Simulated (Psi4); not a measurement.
**BH3O3 (boric acid) at HF/3-21G**

Aim: the vertical singlet–triplet gap of BH3O3 (boric acid) at HF/3-21G, from 2 runs. 

The results are computed with Psi4 1.11.

1 further run of the same task is left out (set aside as unsound or not needed).

### 1 The system as given

BH3O3: 7 atoms, total charge 0, spin state singlet. As SMILES, `OB(O)O`. The shape is that of a PBE0-D4/def2-TZVP optimisation.

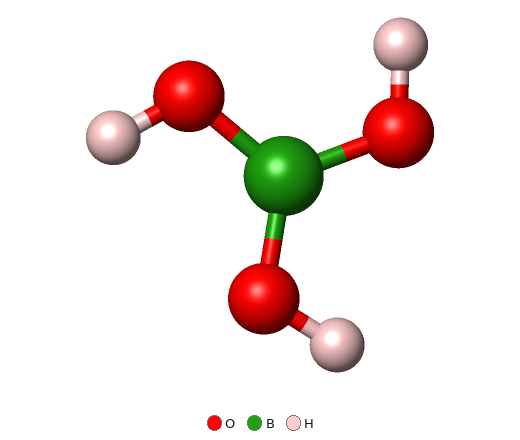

The structure, seen from a chosen angle (oxygen red, boron green, hydrogen pink).

### 2 Energy and gradient at HF/3-21G

Contents of job.in:

```
memory 2200 mb

molecule mol {
  0 1
  O
  B 1 1.366074
  O 2 1.366072 1 119.99962
  O 2 1.366066 3 120.00046 1 179.99798
  H 1 0.959516 2 112.19657 4 0.00455
  H 3 0.959509 2 112.19782 4 -179.99761
  H 4 0.959498 2 112.19902 3 0.00501
  units angstrom
  symmetry c1
}

set {
  basis 3-21G
  puream true
  e_convergence 1e-09
  d_convergence 1e-08
  scf_type pk
}

E, wfn = gradient('hf', return_wfn=True)
oeprop(wfn, 'MAYER_INDICES', 'QUADRUPOLE', 'DIPOLE')
```

Command:

```sh
psi4 -i job.in -o job.out -n 1
```

job.out:

```text
Psi4 1.11 release

gradient() will perform analytic gradient computation.

   => Loading Basis Set <=

    Name: 3-21G
    Role: ORBITAL
    Keyword: BASIS

         ---------------------------------------------------------
                                   SCF
                              RHF Reference
                        1 Threads,   2098 MiB Core
         ---------------------------------------------------------

  ==> Geometry <==

    Molecular point group: c1
    Full point group: C1

    Geometry (in Angstrom), charge = 0, multiplicity = 1:

       Center              X                  Y                   Z               Mass
    ------------   -----------------  -----------------  -----------------  -----------------
         O            0.000008858227     0.000001738507    -1.366070085490    15.994914619570
         B            0.000008858227     0.000001738507     0.000003914510    11.009305360000
         O            0.000008858227    -1.183055846932     0.683032068190    15.994914619570
         O           -0.000032850702     1.183050551079     0.683035262026    15.994914619570
         H            0.000048087738     0.888411079742    -1.728561182103     1.007825032230
         H            0.000077237116    -1.941190414523     0.094908361961     1.007825032230
         H            0.000018100923     1.052816801294     1.633653786896     1.007825032230

  Running in c1 symmetry.

  Rotational constants: A =      0.33392  B =      0.33392  C =      0.16696 [cm^-1]
  Rotational constants: A =  10010.80871  B =  10010.73740  C =   5005.38653 [MHz]
  Nuclear repulsion =  116.439586838403159

  Charge       = 0
  Multiplicity = 1
  Electrons    = 32
  Nalpha       = 16
  Nbeta        = 16

  ==> Algorithm <==

  SCF Algorithm Type is PK.
  DIIS enabled.
  MOM disabled.
  Fractional occupation disabled.
  Guess Type is SAD.
  Energy threshold   = 1.00e-09
  Density threshold  = 1.00e-08
  Integral threshold = 1.00e-12

  ==> Primary Basis <==

  Basis Set: 3-21G
    Blend: 3-21G
    Number of shells: 26
    Number of basis functions: 42
    Number of Cartesian functions: 42
    Spherical Harmonics?: true
    Max angular momentum: 1

  ==> Integral Setup <==

  Using in-core PK algorithm.
   Calculation information:
      Number of atoms:                   7
      Number of AO shells:              26
      Number of primitives:             45
      Number of atomic orbitals:        42
      Number of basis functions:        42

      Integral cutoff                 1.00e-12
      Number of threads:                 1

  Performing in-core PK
  Using 816312 doubles for integral storage.
  We computed 55226 shell quartets total.
  Whereas there are 61776 unique shell quartets.

  ==> DiskJK: Disk-Based J/K Matrices <==

    J tasked:                  Yes
    K tasked:                  Yes
    wK tasked:                  No
    Memory [MiB]:             1573
    Schwarz Cutoff:          1E-12

  Minimum eigenvalue in the overlap matrix is 5.8594111248E-02.
  Reciprocal condition number of the overlap matrix is 1.6401032359E-02.
    Using symmetric orthogonalization.

  ==> Pre-Iterations <==

  SCF Guess: Superposition of Atomic Densities via on-the-fly atomic UHF (no occupation information).

   -------------------------
    Irrep   Nso     Nmo
   -------------------------
     A         42      42
   -------------------------
    Total      42      42
   -------------------------

  ==> Iterations <==

                        Total Energy        Delta E     RMS |[F,P]|

   @RHF iter SAD:  -248.72442026128314   -2.48724e+02   0.00000e+00
   @RHF iter   1:  -249.67633787885828   -9.51918e-01   1.35869e-02 ADIIS/DIIS
   @RHF iter   2:  -249.77982563806117   -1.03488e-01   7.12133e-03 ADIIS/DIIS
   @RHF iter   3:  -249.80606286618209   -2.62372e-02   7.03184e-04 ADIIS/DIIS
   @RHF iter   4:  -249.80677194207044   -7.09076e-04   1.14664e-04 ADIIS/DIIS
   @RHF iter   5:  -249.80679703585622   -2.50938e-05   2.40056e-05 DIIS
   @RHF iter   6:  -249.80679828651574   -1.25066e-06   4.48729e-06 DIIS
   @RHF iter   7:  -249.80679833482390   -4.83082e-08   9.41520e-07 DIIS
   @RHF iter   8:  -249.80679833683317   -2.00927e-09   1.80776e-07 DIIS
   @RHF iter   9:  -249.80679833690331   -7.01448e-11   2.84389e-08 DIIS
   @RHF iter  10:  -249.80679833690439   -1.08002e-12   1.19365e-08 DIIS
   @RHF iter  11:  -249.80679833690419    1.98952e-13   2.41529e-09 DIIS
  Energy and wave function converged.

  ==> Post-Iterations <==

    Orbital Energies [Eh]
    ---------------------

    Doubly Occupied:

       1A    -20.458900     2A    -20.458899     3A    -20.458895
       4A     -7.638880     5A     -1.398570     6A     -1.340606
       7A     -1.340601     8A     -0.765683     9A     -0.721574
      10A     -0.721567    11A     -0.592802    12A     -0.545387
      13A     -0.545383    14A     -0.537692    15A     -0.488885
      16A     -0.488882

    Virtual:

      17A      0.249165    18A      0.272052    19A      0.306250
      20A      0.306251    21A      0.424406    22A      0.508255
      23A      0.508259    24A      0.631241    25A      0.870315
      26A      0.870324    27A      1.002333    28A      1.297946
      29A      1.297957    30A      1.305495    31A      1.787730
      32A      1.787732    33A      1.910126    34A      1.969405
      35A      1.969411    36A      2.005215    37A      2.118723
      38A      2.148227    39A      2.148230    40A      3.409541
      41A      3.458603    42A      3.458605

    Final Occupation by Irrep:
              A
    DOCC [    16 ]
    NA   [    16 ]
    NB   [    16 ]

  @RHF Final Energy:  -249.80679833690419

   => Energetics <=

    Nuclear Repulsion Energy =            116.4395868384031587
    One-Electron Energy =                -575.4863585905432046
    Two-Electron Energy =                 209.2399734152358519
    Total Energy =                       -249.8067983369041940

Computation Completed

Properties will be evaluated at   0.000000,   0.000000,   0.000000 [a0]

Properties computed using the SCF density matrix

 Multipole Moments:

 ------------------------------------------------------------------------------------
     Multipole            Electronic (a.u.)      Nuclear  (a.u.)        Total (a.u.)
 ------------------------------------------------------------------------------------

 L = 1.  Multiply by 2.5417464519 to convert [e a0] to [Debye]
 Dipole X            :          0.0000371            0.0001259            0.0001631
 Dipole Y            :          0.0000023            0.0000334            0.0000357
 Dipole Z            :          0.0000329           -0.0000028            0.0000301
 Magnitude           :                                                    0.0001696

 ------------------------------------------------------------------------------------

	total time  =          0 seconds =       0.00 minutes

         ------------------------------------------------------------
                                   SCF GRAD
         ------------------------------------------------------------

  ==> Geometry <==

    Molecular point group: c1
    Full point group: C1

    Geometry (in Angstrom), charge = 0, multiplicity = 1:

       Center              X                  Y                   Z               Mass
    ------------   -----------------  -----------------  -----------------  -----------------
         O            0.000008858227     0.000001738507    -1.366070085490    15.994914619570
         B            0.000008858227     0.000001738507     0.000003914510    11.009305360000
         O            0.000008858227    -1.183055846932     0.683032068190    15.994914619570
         O           -0.000032850702     1.183050551079     0.683035262026    15.994914619570
         H            0.000048087738     0.888411079742    -1.728561182103     1.007825032230
         H            0.000077237116    -1.941190414523     0.094908361961     1.007825032230
         H            0.000018100923     1.052816801294     1.633653786896     1.007825032230

  Nuclear repulsion =  116.439586838403159

  ==> Basis Set <==

  Basis Set: 3-21G
    Blend: 3-21G
    Number of shells: 26
    Number of basis functions: 42
    Number of Cartesian functions: 42
    Spherical Harmonics?: true
    Max angular momentum: 1

  ==> DirectJKGrad: Integral-Direct SCF Gradients <==

    Gradient:                    1
    J tasked:                  Yes
    K tasked:                  Yes
    wK tasked:                  No
    Integrals threads:           1
    Schwarz Cutoff:          1E-12

  -Total Gradient:
     Atom            X                  Y                   Z
    ------   -----------------  -----------------  -----------------
       1       -0.000002978961    -0.002767051447     0.006063185692
       2        0.000006388809     0.000006174462     0.000003157589
       3       -0.000003133168     0.006628987546    -0.000642845179
       4       -0.000003112925    -0.003876662786    -0.005411475444
       5        0.000000870817    -0.002843145429     0.009785713436
       6        0.000000736424     0.009900525454    -0.002425430086
       7        0.000001229005    -0.007048827800    -0.007372306007

	total time  =          0 seconds =       0.00 minutes

Properties will be evaluated at   0.000000,   0.000000,   0.000000 [a0]
OEProp: No title given, name of density matrix used for the following properties is 'SCF density'

 Multipole Moments:

 ------------------------------------------------------------------------------------
     Multipole            Electronic (a.u.)      Nuclear  (a.u.)        Total (a.u.)
 ------------------------------------------------------------------------------------

 L = 1.  Multiply by 2.5417464519 to convert [e a0] to [Debye]
 Dipole X            :          0.0000371            0.0001259            0.0001631
 Dipole Y            :          0.0000023            0.0000334            0.0000357
 Dipole Z            :          0.0000329           -0.0000028            0.0000301
 Magnitude           :                                                    0.0001696

 L = 2.  Multiply by 1.3450342976 to convert [e a0^2] to [Debye ang]
 Quadrupole XX       :        -16.4150116            0.0000001          -16.4150116
 Quadrupole XY       :          0.0017263           -0.0017245            0.0000018
 Quadrupole XZ       :          0.0009892           -0.0009789            0.0000103
 Quadrupole YY       :       -115.5729253          100.2032065          -15.3697188
 Quadrupole YZ       :          0.0000693            0.0000441            0.0001133
 Quadrupole ZZ       :       -115.5722034          100.2022782          -15.3699252
 Traceless XX        :         66.1050351          -66.8018282           -0.6967930
 Traceless YY        :        -33.0528785           33.4013782            0.3484997
 Traceless ZZ        :        -33.0521566           33.4004499            0.3482933

 ------------------------------------------------------------------------------------

  Mayer Bond Indices:

  Irrep: 1 Size: 7 x 7

                 1                   2                   3                   4                   5

    1     0.00000000000000     0.99343726558040     0.02011850838881     0.02011868287811     0.79398144072457
    2     0.99343726558040     0.00000000000000     0.99343897248002     0.99344040202222     0.01635445606314
    3     0.02011850838881     0.99343897248002     0.00000000000000     0.02011892804840     0.00207900977939
    4     0.02011868287811     0.99344040202222     0.02011892804840     0.00000000000000    -0.00014710134603
    5     0.79398144072457     0.01635445606314     0.00207900977939    -0.00014710134603     0.00000000000000
    6    -0.00014703477145     0.01635466863542     0.79397944810482     0.00207887882307    -0.00053626108527
    7     0.00207909235929     0.01635440324029    -0.00014725960953     0.79397729615252    -0.00053626918916

                 6                   7

    1    -0.00014703477145     0.00207909235929
    2     0.01635466863542     0.01635440324029
    3     0.79397944810482    -0.00014725960953
    4     0.00207887882307     0.79397729615252
    5    -0.00053626108527    -0.00053626918916
    6     0.00000000000000    -0.00053621649160
    7    -0.00053621649160     0.00000000000000

  Atomic Valences:

 #  #
 Irrep: 1
      1:    1.829587955159731
      2:    3.029380168021500
      3:    1.829587607191908
      4:    1.829587086578296
      5:    0.811195274946643
      6:    0.811193483215003
      7:    0.811191046461803

    Psi4 run time: 0:00:00.55
```

Wall time 1.3 s (1 thread of Intel Xeon 6975P-C (Granite Rapids), shared host); peak memory 0.19 GiB.

[end of part 1 of 2]
